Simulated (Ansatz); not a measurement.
H7Li7

Input

```
crystal:
  periodic: [false, false, false]
  atoms:
    - {symbol: Li, position_ang: [-1.932540, 1.103495, 0.883847]}
    - {symbol: Li, position_ang: [1.036948, -1.755261, -0.709891]}
    - {symbol: Li, position_ang: [0.133273, 2.137618, -0.098218]}
    - {symbol: Li, position_ang: [0.897982, 0.414497, 1.493056]}
    - {symbol: Li, position_ang: [-1.098116, -1.715534, 0.702223]}
    - {symbol: Li, position_ang: [-1.689553, -0.296730, -1.211332]}
    - {symbol: Li, position_ang: [2.674183, 0.412983, -0.964293]}
    - {symbol: H, position_ang: [-0.408895, 1.653230, 1.592831]}
    - {symbol: H, position_ang: [-0.726302, -1.799805, -1.092595]}
    - {symbol: H, position_ang: [-1.321144, 1.453043, -0.887729]}
    - {symbol: H, position_ang: [2.489107, -1.166539, -1.455354]}
    - {symbol: H, position_ang: [1.741262, 1.396091, 0.087074]}
    - {symbol: H, position_ang: [-2.403258, -0.539729, 0.539853]}
    - {symbol: H, position_ang: [0.607043, -1.297369, 1.120528]}
basis:
  gaussian: {orbitals: def2-TZVP, initial_orbitals: start.molden}
hamiltonian: {xc: pbe0, dispersion: d4}
scf: {omitted_lower_state_checks: [starts]}
output: {orbitals: {seedname: orbitals}}
```

Run with:

```sh
ansatz run in.yaml --threads 4 --pin off --events-out ev --progress --plain --max-ram 3916MiB
```

Geometry: PBE-D4/def2-TZVP.

The calculation used RKS PBE0-D4/def2-TZVP (Ansatz).

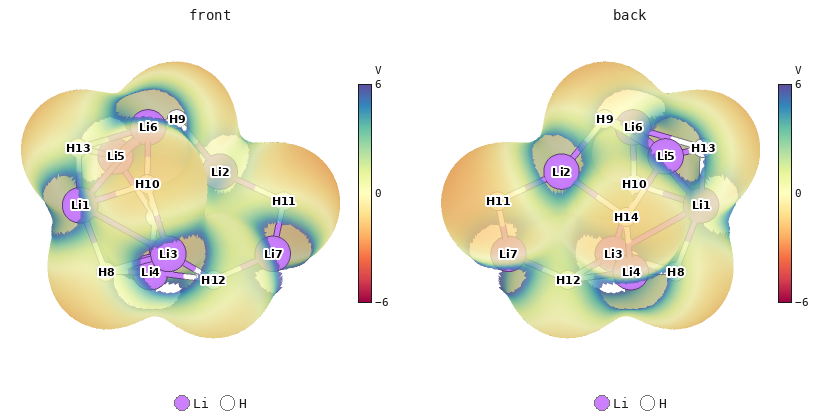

Figure 1. The molecular electrostatic potential painted on the density surface at 0.004 e/bohr³, seen from the front and from behind; red is negative and blue positive.

> Where is the surface potential most negative and most positive?

The most negative region (about −2.1 V, or −48 kcal/mol for a unit charge) lies over H11, the most positive (about +5.8 V, or +134 kcal/mol for a unit charge) over the Li atoms.

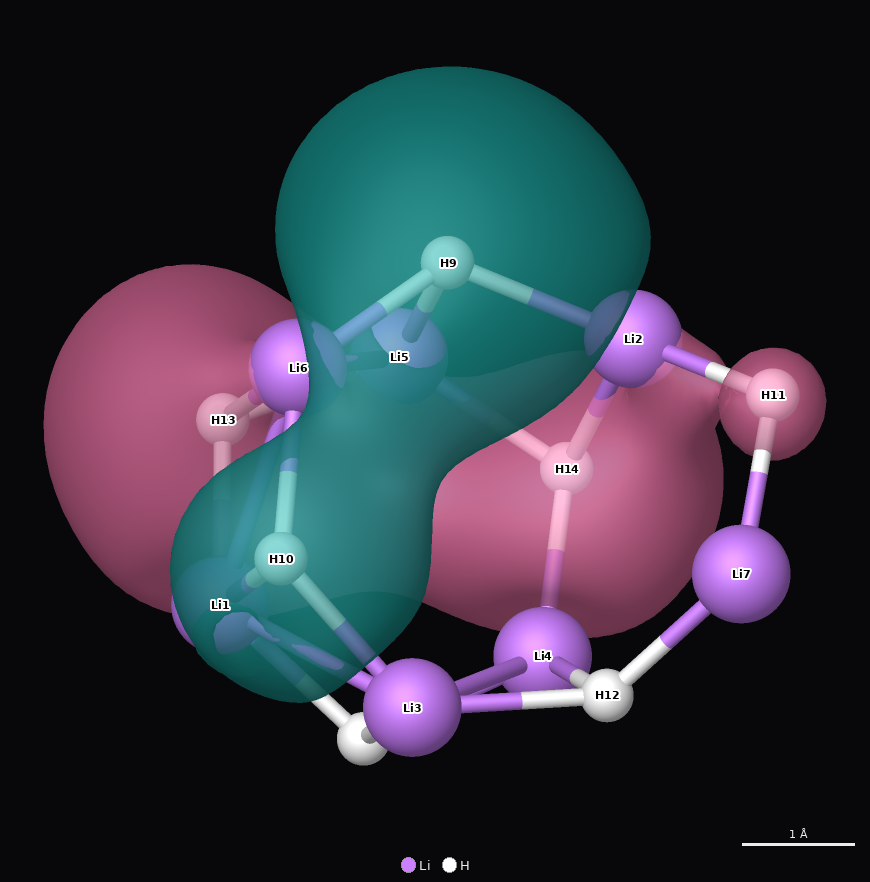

Figure 2. The HOMO−1 at ±0.05 Å⁻³ᐟ² (teal and pink are the two phases), seen at a tilt.

> Where does this orbital lie, and at what energy?

It lies mainly on H9 (about 30 %), H13 (about 20 %), H14 (about 10 %), Li5 (about 10 %), Li6 (about 10 %) and Li2 (about 5 %). Its energy is −6.37 eV.

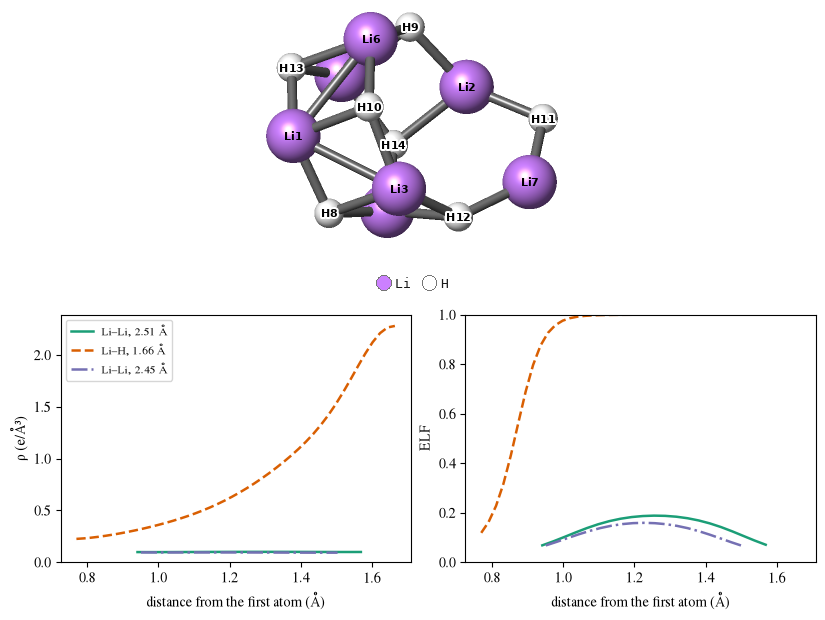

Figure 3. Electron density and ELF along straight lines between neighbouring atoms. The curves leave out the atomic cores. The structure is drawn too.

> What can be read from the curves?

Li–Li (2.51 Å): ρ at the midpoint is about 0.1 e/Å³; the ELF is about 0.20 at the midpoint.
Li–H (1.66 Å): ρ is about 0.24 e/Å³ halfway; the ELF climbs to about 1 towards the hydrogen.
Li–Li (2.45 Å): ρ is about 0.09 e/Å³ halfway; the ELF is about 0.15 at the midpoint.
